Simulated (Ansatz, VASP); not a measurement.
# GaP in two plane-wave programs, part 2 of 2

Wanted: the spread between two codes on one cell, functional and k mesh. The cell is taken from a series of VASP runs on this material, whose earlier steps may have relaxed, scaled or displaced it; both programs get it as it stands. Other levels of theory on this material are compared in a session of their own. Valence electrons are named where the data sets of a main pair hold unlike numbers.

VASP 6.6.1 and Ansatz 0.2.0.

So far: The structure; Ansatz: band structure, r2SCAN with rVV10, spin-orbit coupling.

## (3) VASP: band structure, r2SCAN with rVV10, spin-orbit coupling

Level of this step: r2SCAN with rVV10, spin-orbit coupling; plane waves and PAW (Ga_d, P) (VASP).

The same cell, functional, mesh and smearing now go to VASP, with its own data sets.

Lines of VASP's logs that name or quote its potential files are left out, and so is its time.

The input, INCAR:

```
SYSTEM = GaP
PREC = Accurate
ENCUT = 400
EDIFF = 1E-06
NELM = 100
ISMEAR = 0
SIGMA = 0.05
LREAL = .FALSE.
ALGO = Normal
METAGGA = R2SCAN
LUSE_VDW = .TRUE.
IVDW_NL = 2
BPARAM = 11.95
CPARAM = 0.0093
LASPH = .TRUE.
LNONCOLLINEAR = .TRUE.
MAGMOM = 0 0 0 0 0 0
NBANDS = 30
GGA_COMPAT = .FALSE.
LSORBIT = .TRUE.
LORBIT = 11
LWAVE = .FALSE.
LCHARG = .FALSE.
KPAR = 2
```

The input, POSCAR:

```
GaP
1.0
    0.0000000000      2.7146945537      2.7146945537
    2.7146945537      0.0000000000      2.7146945537
    2.7146945537      2.7146945537      0.0000000000
Ga P
1 1
Direct
    0.0000000000      0.0000000000      0.0000000000
    0.2500000000      0.2500000000      0.2500000000
```

The input, KPOINTS:

```
Automatic mesh
0
Gamma
6 6 6
0 0 0
```

The input, KPOINTS_OPT:

```
Line mode
16
Line-mode
Reciprocal
  0.00000000   0.00000000   0.00000000 GAMMA
  0.50000000   0.00000000   0.50000000 X

  0.50000000   0.00000000   0.50000000 X
  0.50000000   0.25000000   0.75000000 W

  0.50000000   0.25000000   0.75000000 W
  0.37500000   0.37500000   0.75000000 K

  0.37500000   0.37500000   0.75000000 K
  0.00000000   0.00000000   0.00000000 GAMMA

  0.00000000   0.00000000   0.00000000 GAMMA
  0.50000000   0.50000000   0.50000000 L

  0.50000000   0.50000000   0.50000000 L
  0.62500000   0.25000000   0.62500000 U

  0.62500000   0.25000000   0.62500000 U
  0.50000000   0.25000000   0.75000000 W

  0.50000000   0.25000000   0.75000000 W
  0.50000000   0.50000000   0.50000000 L

  0.50000000   0.50000000   0.50000000 L
  0.37500000   0.37500000   0.75000000 K

  0.62500000   0.25000000   0.62500000 U
  0.50000000   0.00000000   0.50000000 X
```

The projector-augmented-wave data sets are Ga_d and P (PBE family, release 64).

Started as:

```sh
> mpirun -np 2 vasp_ncl
```

Numbers of over 12 decimals in the logs are rounded to 6 here.

The program printed:

```text
[banner, memory and clock lines left out]
running    2 mpi-ranks, on    1 nodes
 distrk:  each k-point on    1 cores,    2 groups
 distr:  one band on    1 cores,    1 groups

 POSCAR found type information on POSCAR GaP
 POSCAR found :  2 types and       2 ions
|                                                                             |
|               ----> ADVICE to this user running VASP <----                  |
|                                                                             |
|     You have switched on vdW-DFT.                                           |
|     This routine was written and supplied by Jiri Klimes. We recommend      |
|     that you carefully read and cite the following publications:            |
|       J. Klimes, D.R. Bowler, A. Michelides                                 |
|          J. Phys.: Cond Matt. 22 022201 (2010)                              |
|       J. Klimes, D.R. Bowler, A. Michelides                                 |
|          Phys. Rev. B. 83, 195131 (2011)                                    |
|     and references therein.                                                 |
|                                                                             |

|                                                                             |
|               ----> ADVICE to this user running VASP <----                  |
|                                                                             |
|     You enforced a specific xc type in the INCAR file but a different       |
|     [... a line on the potential file left out ...]
|     I HOPE YOU KNOW WHAT YOU ARE DOING!                                     |
|                                                                             |

 LDA part: xc-table for (None), standard interpolation
 POSCAR, INCAR and KPOINTS ok, starting setup
 FFT: planning ... GRIDC
 FFT: planning ... GRID_SOFT
 FFT: planning ... GRID
 WAVECAR not read
 entering main loop
       N       E                     dE             d eps       ncg     rms          rms(c)
Total rVV10 correction in eV:      0.4882304    20.1367708
Total rVV10 correction in eV:      0.4882304    20.1367708
DAV:   1     0.105599471237E+03    0.10560E+03   -0.74333E+03  1462   0.157E+03
DAV:   2    -0.807500104451E+01   -0.11367E+03   -0.10765E+03  1428   0.403E+02
DAV:   3    -0.227389266380E+02   -0.14664E+02   -0.14490E+02  1544   0.107E+02
DAV:   4    -0.232120545917E+02   -0.47313E+00   -0.47236E+00  1640   0.211E+01
DAV:   5    -0.232223137005E+02   -0.10259E-01   -0.10258E-01  1646   0.293E+00    0.493E+00
Total rVV10 correction in eV:      0.4951411    20.1367720
Total rVV10 correction in eV:      0.4951411    20.1367720
DAV:   6    -0.209470680182E+02    0.22752E+01   -0.57790E-01  1894   0.157E+01    0.319E+00
Total rVV10 correction in eV:      0.5058218    20.1367720
Total rVV10 correction in eV:      0.5058218    20.1367720
DAV:   7    -0.209364442876E+02    0.10624E-01   -0.22285E-01  1482   0.397E+00    0.161E+00
Total rVV10 correction in eV:      0.5096860    20.1367720
Total rVV10 correction in eV:      0.5096860    20.1367720
DAV:   8    -0.209405165515E+02   -0.40723E-02   -0.14691E-02  1596   0.112E+00    0.704E-01
Total rVV10 correction in eV:      0.5116412    20.1367720
Total rVV10 correction in eV:      0.5116412    20.1367720
DAV:   9    -0.209405889364E+02   -0.72385E-04   -0.22074E-03  1596   0.418E-01    0.146E-01
Total rVV10 correction in eV:      0.5115863    20.1367720
Total rVV10 correction in eV:      0.5115863    20.1367720
DAV:  10    -0.209405796262E+02    0.93102E-05   -0.19396E-04  1706   0.103E-01    0.732E-02
Total rVV10 correction in eV:      0.5115696    20.1367720
Total rVV10 correction in eV:      0.5115696    20.1367720
DAV:  11    -0.209405619651E+02    0.17661E-04   -0.77161E-06  1788   0.361E-02    0.274E-02
Total rVV10 correction in eV:      0.5118450    20.1367720
Total rVV10 correction in eV:      0.5118450    20.1367720
DAV:  12    -0.209405570857E+02    0.48794E-05   -0.14391E-05  1488   0.455E-02    0.272E-03
Total rVV10 correction in eV:      0.5118435    20.1367720
Total rVV10 correction in eV:      0.5118435    20.1367720
DAV:  13    -0.209405580751E+02   -0.98936E-06   -0.12922E-06  1360   0.179E-02
Total rVV10 correction in eV:      0.5118414    20.1367720
Total rVV10 correction in eV:      0.5118414    20.1367720
Total rVV10 correction in eV:      0.5118418    20.1367720
Total rVV10 correction in eV:      0.5118418    20.1367720
   1 F= -.20940558E+02 E0= -.20940558E+02  d E =-.822896E-12  mag=    -0.0000     0.0000     0.0000
 Start KPOINTS_OPT (optional k-point list driver)
k-point batch [1-22\160]
       N       E                     dE             ncg
DAV:   1     0.534988115607E+03   -0.70665E+04     1474
DAV:   2    -0.200788632238E+04   -0.25429E+04     1368
DAV:   3    -0.233687998397E+04   -0.32899E+03     1644
DAV:   4    -0.234684194714E+04   -0.99620E+01     1604
DAV:   5    -0.234704771095E+04   -0.20576E+00     1702
DAV:   6    -0.234705704904E+04   -0.93381E-02     1980
DAV:   7    -0.234705710093E+04   -0.51888E-04     1746
DAV:   8    -0.234705710189E+04   -0.95741E-06     1276
[...]
k-point batch [155-160\160]
       N       E                     dE             ncg
DAV:   1     0.935122950717E+04   -0.33183E+04      386
DAV:   2     0.865572422225E+04   -0.69551E+03      360
DAV:   3     0.856835535624E+04   -0.87369E+02      448
DAV:   4     0.856595987972E+04   -0.23955E+01      472
DAV:   5     0.856591247614E+04   -0.47404E-01      464
DAV:   6     0.856590959158E+04   -0.28846E-02      572
DAV:   7     0.856590957787E+04   -0.13716E-04      464
DAV:   8     0.856590957762E+04   -0.24356E-06      402
```

From OUTCAR (step 3):

```text
ion  position               nearest neighbor table
   1  0.000  0.000  0.000-   2 2.35   2 2.35   2 2.35   2 2.35
   2  0.250  0.250  0.250-   1 2.35   1 2.35   1 2.35   1 2.35

  LATTYP: Found a face centered cubic cell.
 ALAT       =     5.4293891074

 Subroutine GETGRP returns: Found 24 space group operations
 (whereof 24 operations were pure point group operations)

The static configuration has the point symmetry T_d .

 Found     22 irreducible k-points:

   k-points           NKPTS =     22   k-points in BZ     NKDIM =     22   number of bands    NBANDS=     30

   dimension x,y,z NGX =    28 NGY =   28 NGZ =   28
   dimension x,y,z NGXF=    56 NGYF=   56 NGZF=   56

   ENCUT  =  400.0 eV  29.40 Ry    5.42 a.u.   6.26  6.26  6.26*2*pi/ulx,y,z

   NELECT =      18.0000    total number of electrons

 k-points in reciprocal lattice and weights: Automatic mesh
   0.00000000  0.00000000  0.00000000       0.005
   0.16666667  0.00000000  0.00000000       0.019
  -0.16666667  0.00000000  0.00000000       0.019
   0.33333333  0.00000000  0.00000000       0.019
  -0.33333333  0.00000000  0.00000000       0.019
   0.50000000  0.00000000  0.00000000       0.019
   0.16666667  0.16666667  0.00000000       0.028
   0.33333333  0.16666667  0.00000000       0.056
  -0.33333333 -0.16666667  0.00000000       0.056
[...]
-0.33333333  0.33333333  0.16666667       0.111
  -0.33333333  0.50000000  0.16666667       0.056

 average (electrostatic) potential at core
       1 -70.0619       2 -86.3455

 E-fermi :   4.8285

 k-point     1 :       0.0000    0.0000    0.0000
  band No.  band energies     occupation
    ...
     14       4.5253      1.00000
     15       4.6073      1.00000
     16       4.6073      1.00000
     17       4.6073      1.00000
     18       4.6073      1.00000
     19       7.0074      0.00000
     20       7.0074      0.00000
     21       8.6381      0.00000
     22       8.6381      0.00000
     23       8.8060      0.00000
    ...

 k-point     2 :       0.1667    0.0000    0.0000
  band No.  band energies     occupation
    ...
     14       2.1480      1.00000
     15       4.1564      1.00000
     16       4.1564      1.00000
     17       4.2139      1.00000
     18       4.2184      1.00000
     19       7.4364      0.00000
     20       7.4364      0.00000
     21       9.2804      0.00000
     22       9.2804      0.00000
     23       9.3865      0.00000
    ...

 k-point     3 :      -0.1667    0.0000    0.0000
  band No.  band energies     occupation
    ...
     14       2.1480      1.00000
     15       4.1564      1.00000
     16       4.1564      1.00000
     17       4.2139      1.00000
     18       4.2184      1.00000
     19       7.4364      0.00000
     20       7.4364      0.00000
     21       9.2804      0.00000
     22       9.2804      0.00000
     23       9.3865      0.00000
    ...

  Total        0.0288998      0.0288998      0.0288998      0.0000000      0.0000000     -0.0000000
  in kB        1.1572116      1.1572116      1.1572116      0.0000000      0.0000000     -0.0000000
  external PRESSURE =       1.1572116 kB  Pullay stress =       0.0000000 kB

  energy-cutoff  :      400.00
  volume of cell :       40.01
      direct lattice vectors                 reciprocal lattice vectors
     0.000000000  2.714694554  2.714694554    -0.184182784  0.184182784  0.184182784
     2.714694554  0.000000000  2.714694554     0.184182784 -0.184182784  0.184182784
     2.714694554  2.714694554  0.000000000     0.184182784  0.184182784 -0.184182784

 POSITION                                       TOTAL-FORCE (eV/Angst)
 -----------------------------------------------------------------------------------
      0.00000      0.00000      0.00000         0.000000      0.000000      0.000000
      1.35735      1.35735      1.35735        -0.000000     -0.000000     -0.000000
 -----------------------------------------------------------------------------------
    total drift:                               -0.000004     -0.000004     -0.000004

  FREE ENERGIE OF THE ION-ELECTRON SYSTEM (eV)
  ---------------------------------------------------
  free  energy   TOTEN  =       -20.9405580751 eV

  energy  without entropy=      -20.9405580751  energy(sigma->0) =      -20.94055808

 Spin-Orbit-Coupling matrix elements
 Ion:    1  E_soc:     -0.0113202
 Ion:    2  E_soc:     -0.0008219

 total charge
# of ion       s       p       d       tot
------------------------------------------
    1        0.830   0.860  10.020  11.710
    2        1.006   1.547   0.000   2.554
--------------------------------------------------
tot          1.836   2.408  10.020  14.264

 magnetization (x)
# of ion       s       p       d       tot
------------------------------------------
    1       -0.000  -0.000   0.000  -0.000
    2        0.000   0.000   0.000   0.000
--------------------------------------------------
tot         -0.000  -0.000   0.000  -0.000

 magnetization (y)
# of ion       s       p       d       tot
------------------------------------------
    1       -0.000   0.000   0.000  -0.000
    2        0.000   0.000   0.000   0.000
--------------------------------------------------
tot         -0.000   0.000   0.000  -0.000

 magnetization (z)
# of ion       s       p       d       tot
------------------------------------------
    1       -0.000   0.000  -0.000  -0.000
    2        0.000  -0.000   0.000  -0.000
--------------------------------------------------
tot         -0.000  -0.000  -0.000  -0.000

[... 3 further parts left out ...]
```

The run ends at a pressure of 0.12 GPa.

## (4) Comparison

Known differences besides the potentials themselves: spin-orbit coupling enters by fully relativistic files in Ansatz and inside the spheres in VASP; VASP keeps PBE cores, Ansatz makes them for the functional; the cutoff is 500 eV in Ansatz and 400 eV in VASP. Total energies have different zeros and are not compared.

Compared:

```csv
quantity,Ansatz,VASP,difference
pressure (GPa),0.35,0.12,+0.24
gap over the path points (eV),1.747,1.752,-0.005
```

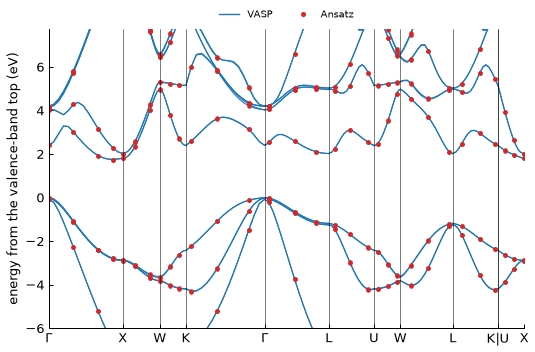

Bands from VASP (lines) and levels from Ansatz (dots). Dots without a line are higher empty bands that the VASP plot leaves out.

Levels at points of the path, from each program's valence-band top (eV; 6 filled, then empty):

```csv
k (reciprocal lattice),Ansatz,VASP
0.000 0.000 0.000,-0.08 -0.08 0.00 0.00 0.00 0.00 2.42 2.42 4.01 4.01 4.18 4.18,-0.08 -0.08 0.00 0.00 0.00 0.00 2.40 2.40 4.03 4.03 4.20 4.20
0.167 0.000 0.167,-2.27 -2.27 -1.11 -1.11 -1.08 -1.08 3.00 3.00 4.29 4.29 5.72 5.72,-2.28 -2.28 -1.11 -1.11 -1.07 -1.07 3.02 3.02 4.28 4.28 5.74 5.74
0.333 0.000 0.333,-5.22 -5.22 -2.41 -2.41 -2.38 -2.38 1.93 1.93 3.16 3.16 8.70 8.70,-5.22 -5.22 -2.40 -2.40 -2.38 -2.38 1.94 1.94 3.17 3.17 8.73 8.73
0.433 0.000 0.433,-6.66 -6.66 -2.82 -2.82 -2.79 -2.79 1.75 1.75 2.28 2.28 10.58 10.58,-6.65 -6.65 -2.81 -2.81 -2.79 -2.79 1.75 1.75 2.28 2.28 10.62 10.62
0.500 0.000 0.500,-7.05 -7.05 -2.90 -2.90 -2.87 -2.87 1.80 1.80 2.02 2.02 11.32 11.32,-7.05 -7.05 -2.89 -2.89 -2.87 -2.87 1.80 1.80 2.02 2.02 11.36 11.36
0.500 0.083 0.583,-7.01 -7.00 -3.16 -3.14 -3.12 -3.09 2.34 2.36 2.58 2.58 10.05 10.07,-7.00 -7.00 -3.15 -3.14 -3.11 -3.09 2.35 2.37 2.58 2.59 10.08 10.10
0.500 0.183 0.683,-6.88 -6.87 -3.69 -3.67 -3.56 -3.52 4.01 4.03 4.27 4.28 7.61 7.64,-6.87 -6.86 -3.68 -3.67 -3.56 -3.51 4.02 4.04 4.28 4.29 7.63 7.67
0.500 0.250 0.750,-6.83 -6.82 -3.83 -3.81 -3.67 -3.62 4.96 4.96 5.30 5.33 6.44 6.46,-6.83 -6.82 -3.82 -3.80 -3.67 -3.62 4.97 4.97 5.31 5.34 6.46 6.49
0.450 0.300 0.750,-6.83 -6.82 -4.04 -4.02 -3.19 -3.16 3.78 3.79 5.23 5.24 7.12 7.16,-6.83 -6.81 -4.03 -4.01 -3.18 -3.16 3.79 3.80 5.24 5.25 7.14 7.18
0.408 0.342 0.750,-6.83 -6.82 -4.17 -4.15 -2.63 -2.62 2.70 2.72 5.16 5.17 8.12 8.14,-6.83 -6.82 -4.17 -4.14 -2.62 -2.61 2.71 2.72 5.17 5.18 8.14 8.17
```

Among the levels compared at these points, filled levels agree within 7 meV and empty ones within 39 meV.

## (5) What came out

```json
{
 "largest difference of a filled level at the path points (band structure, r2SCAN with rVV10, spin-orbit coupling)": "7.3 meV"
}
```

In words: The largest difference of a filled level at the path points is 7.3 meV (band structure, r2SCAN with rVV10, spin-orbit coupling), within the 80 meV picked in this series as the mark of a large difference. 8 further runs of this series are not shown here. How closely two codes agree says nothing of how well the functional describes the real material.

[Lines on the potential files, build, host, timing and source positions are cut from VASP's logs without a mark.]

[Logs are printed without paths, hosts, clocks, repeated set-up lines and the standing remarks that a program may print on its own settings, such as how far it seeks lower states.]

[Hosts, paths, dates, database ids (printed as entryN), source tags and the programs' standing remarks are cut or masked in the printed files.]
